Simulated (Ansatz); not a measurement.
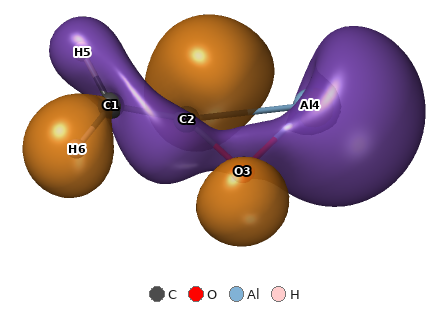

Figure. C2H2AlO (SMILES C=[C]1[O][Al]1) (doublet). One frontier orbital at ±0.08 Å⁻³ᐟ² (orange and purple are the two phases), seen at a tilt.

Level of theory: UKS r2SCANh/def2-SVP in Ansatz 0.2.0.

```xyz
6

C     0.5825    0.7389    0.3546
C    -0.1611   -0.1070   -0.3378
O    -0.6249   -0.3362   -1.5247
Al   -1.4558   -1.8491   -0.8641
H     0.7615    0.5888    1.4186
H     1.0292    1.6085   -0.1424
```

Which orbital is it: HOMO (α) or LUMO (α)?

The HOMO (α), at −6.03 eV. It lies mainly on C2 (about 35 %), Al4 (about 35 %), O3 (about 15 %) and C1 (about 10 %); it is symmetric in the molecular plane (an in-plane orbital: σ, lone-pair or in-plane π type).
